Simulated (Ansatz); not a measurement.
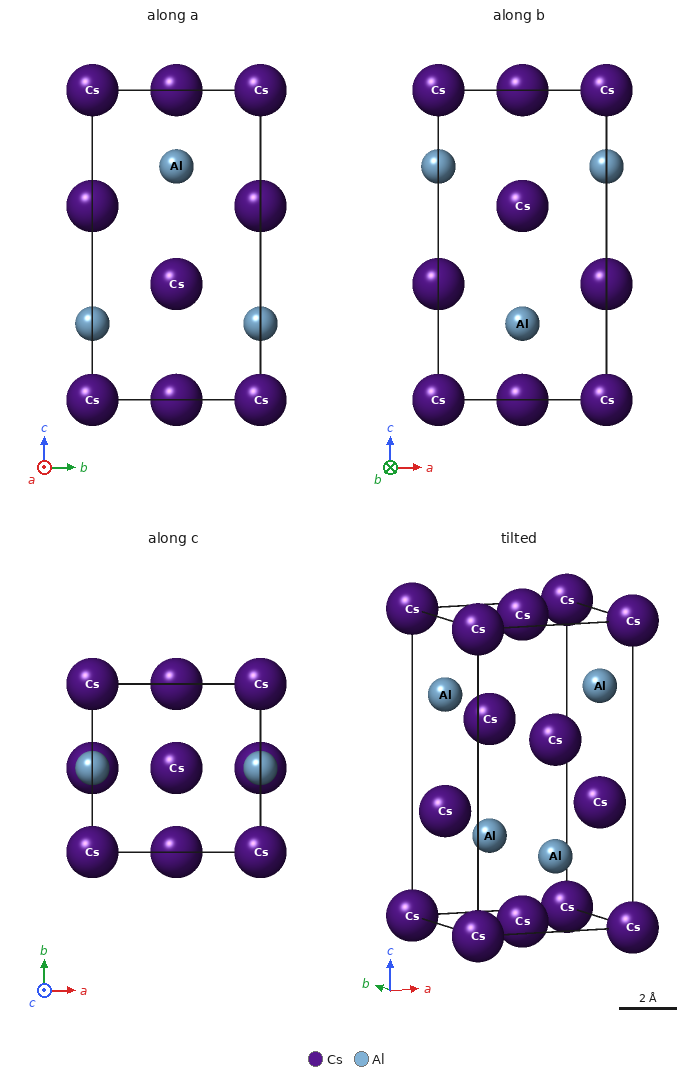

Spheres-only representation of a periodic structure, projected along the a axis, along the b axis, along the c axis and slightly off an axis. The frame is the conventional unit cell; atoms at its boundary are shown with their periodic copies.

Lattice parameters: a = 5.9120 Å, b = 5.9120 Å, c = 10.8926 Å, α = 90.000°, β = 90.000°, γ = 90.000°.

Write down what is shown as a CIF in P1 with every atom of the cell, with free fractional coordinates to two decimals.

```cif
data_structure
_symmetry_space_group_name_H-M 'P 1'
_symmetry_Int_Tables_number 1
_cell_length_a 5.9120
_cell_length_b 5.9120
_cell_length_c 10.8926
_cell_angle_alpha 90.000
_cell_angle_beta 90.000
_cell_angle_gamma 90.000
_cell_volume 380.71
loop_
_atom_site_label
_atom_site_type_symbol
_atom_site_fract_x
_atom_site_fract_y
_atom_site_fract_z
_atom_site_occupancy
Cs1 Cs 0.00 0.00 0.00 1
Cs2 Cs 0.50 0.50 0.00 1
Cs3 Cs 0.50 0.00 0.63 1
Cs4 Cs 0.00 0.50 0.37 1
Al1 Al 0.50 0.00 0.25 1
Al2 Al 0.00 0.50 0.75 1
```

Its origin is a structure type filled with these elements by a generator (whether the compound takes this form wasn't checked). Relaxation method: DFT PBE, scalar-relativistic, plane waves, PAW in Ansatz.
